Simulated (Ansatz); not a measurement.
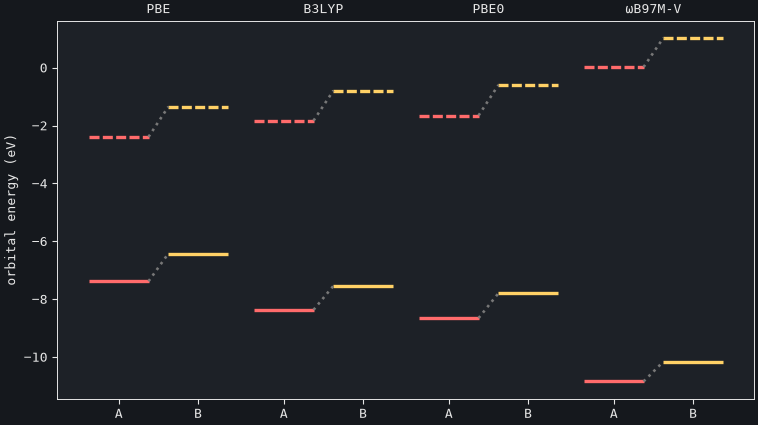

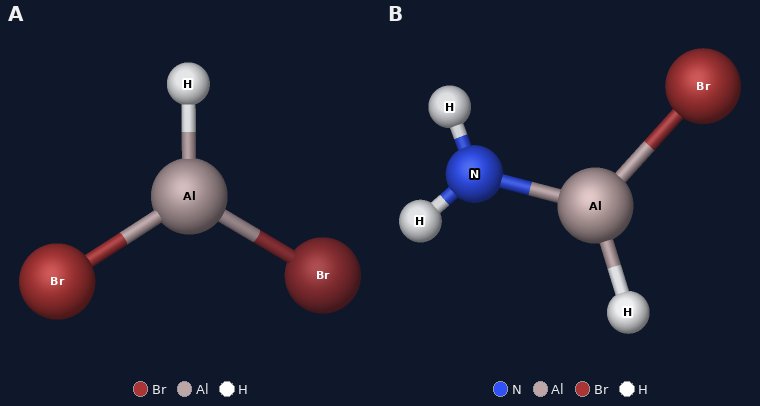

One change: A, AlHBr₂ (SMILES [Br][AlH][Br]), becomes B, AlNH₃Br (SMILES [NH2][AlH][Br]). Br on Al is replaced by NH₂. HOMO (solid) and LUMO (dashed) computed in def2-TZVPP at PBE0-D4/def2-TZVP geometries, both minima by their frequencies, gas phase, the Ansatz code 0.2.0. Empty levels above zero depend strongly on the basis.

What does the change do to HOMO and LUMO?

Answer. PBE: the HOMO rises by 0.96 eV, the LUMO rises by 1.04 eV, and the separation goes from 4.99 to 5.08 eV. B3LYP: the HOMO rises by 0.83 eV, the LUMO rises by 1.04 eV, and the separation goes from 6.54 to 6.75 eV. PBE0: the HOMO rises by 0.86 eV, the LUMO rises by 1.06 eV, and the separation goes from 7.00 to 7.20 eV. ωB97M-V: the HOMO rises by 0.69 eV, the LUMO rises by 1.01 eV, and the separation goes from 10.87 to 11.19 eV.

Do the functionals agree on the effect?

Answer. They agree on the direction for both levels; the HOMO shift lies between 0.69 and 0.96 eV and the LUMO shift between 1.01 and 1.06 eV, while the separations themselves differ by up to 6.1 eV between functionals.
